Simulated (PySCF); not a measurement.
**C₄H₇BO₂S (SMILES C[C]([S-])B1OCCO1) (charge −1, doublet): density, localisation and related maps**

```
atom    x (Å)    y (Å)    z (Å)
   C   2.4475  -0.7489  -0.5466
   C   1.6341   0.4807  -0.2218
   S   2.4995   1.9617  -0.2311
   B   0.1813   0.3794   0.0796
   O  -0.7183   1.4195   0.3993
   C  -1.9869   0.8949   0.6083
   C  -1.8578  -0.6344   0.3998
   O  -0.5251  -0.8675   0.0824
   H   3.2704  -0.8712   0.1644
   H   2.8930  -0.6698  -1.5431
   H   1.8146  -1.6356  -0.5119
   H  -2.3270   1.1360   1.6276
   H  -2.6975   1.3407  -0.1055
   H  -2.1278  -1.1907   1.3118
   H  -2.5043  -0.9867  -0.4199
```

Geometry: GFN2-xTB.

Method: UKS B3LYP, pcH-1 on B C H O S, non-relativistic, mean-field spin-orbit, GIAO (PySCF 2.14.0, density-fitted response routines).

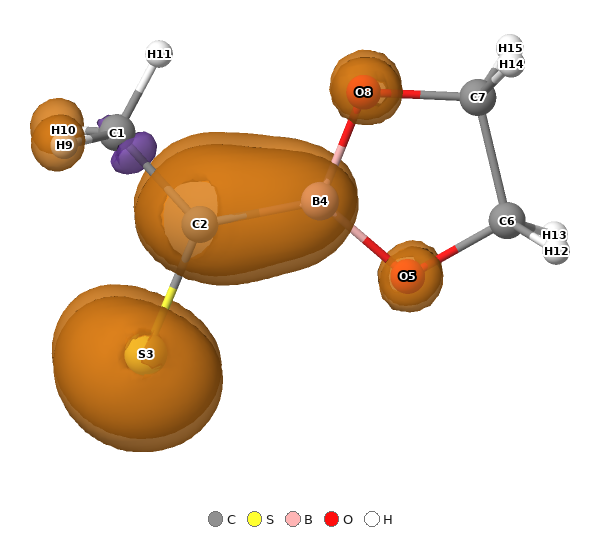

Figure 1. Isosurfaces of the spin density (α minus β) at +0.015 (orange) and −0.015 e/Å³ (purple), seen across its widest extent.

### Describe the spin distribution.

The unpaired spin (1 electron) lies mostly on S3 (about 0.4), C2 (about 0.3) and B4 (about 0.1), in electrons by Hirshfeld's partition.

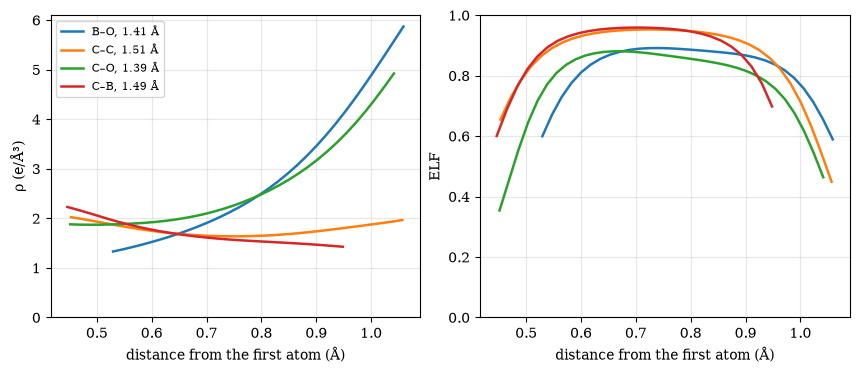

Figure 2. Electron density and electron localisation function along straight lines between neighbouring atoms. The curves leave out the atomic cores.

### Compare the contacts.

B–O (1.41 Å): ρ is about 1.9 e/Å³ halfway; the ELF peaks at about 0.90 between the atoms: a shared but strongly polarised pair.
C–C (1.51 Å): ρ is about 1.6 e/Å³ halfway; the ELF peaks at about 0.95 between the atoms (a shared electron pair).
C–O (1.39 Å): ρ is about 2.1 e/Å³ halfway, with its minimum of 1.9 e/Å³ about 0.5 Å from C; the ELF peaks at about 0.90 between the atoms: a polar covalent bond.
C–B (1.49 Å): the density is about 1.6 e/Å³ at the midpoint; the ELF peaks at about 0.95 between the atoms, as expected for a covalent bond.
